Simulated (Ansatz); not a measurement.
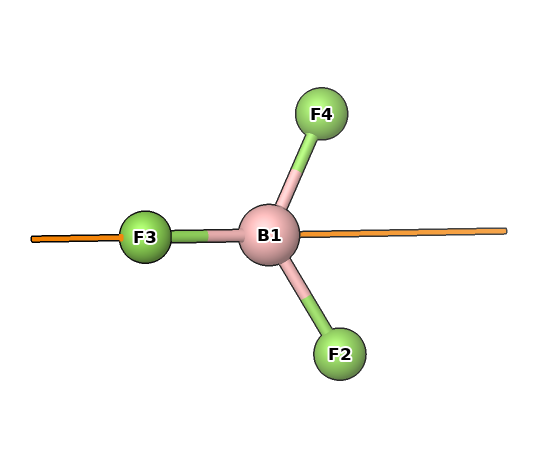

A line through the centre of mass is drawn in. Depth is shown by fading: the farther an atom, the more it takes the colour of the background. The geometry was computed by an optimisation with PBE0-D4/def2-TZVP.

### Is the line a proper rotation axis of the structure, and of what order?

Yes, a C2 axis. A turn by 180° leaves B1, F3 in place and moves F2 ↔ F4. The point group is D3h.
